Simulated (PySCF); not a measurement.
System: SnCl (charge −1, triplet).

```xyz
2

Sn    0.0000    0.0000   -0.5893
Cl    0.0000    0.0000    2.0207
```

Core potentials replace the inner electrons of Sn.

Theory: PySCF, PBE0/def2-SVPD, non-relativistic Hamiltonian with scalar-relativistic core potentials where named, at a bond length of 2.610 Å.

Predict the electron density, electron localisation function and spin density between the atoms.

Sn–Cl (2.61 Å): ρ is about 0.32 e/Å³ halfway; the ELF peaks at about 0.85 in the valence shell of Cl, 0.8 Å from its nucleus, and drops to about 0.15 between the two atoms.
The unpaired spin (2 electrons) lies mostly on Sn1 (about 1.9), in electrons by Hirshfeld's partition.

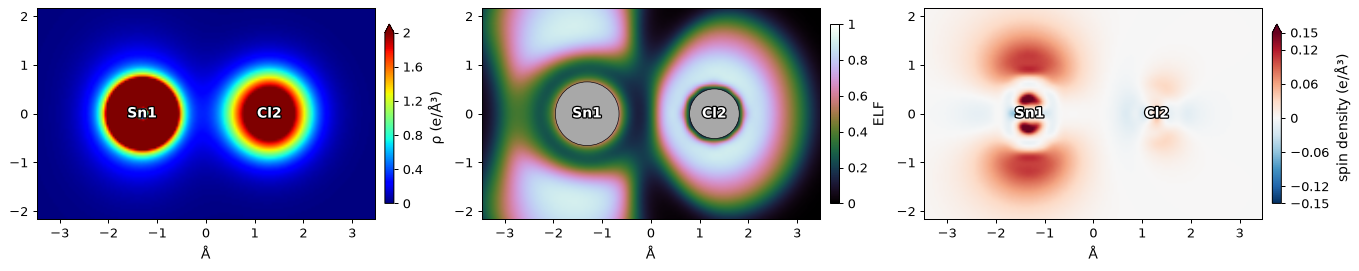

Computed electron density, electron localisation function and spin density on a plane that holds the molecular axis, in this order. Grey discs cover the atomic cores in the ELF map. 
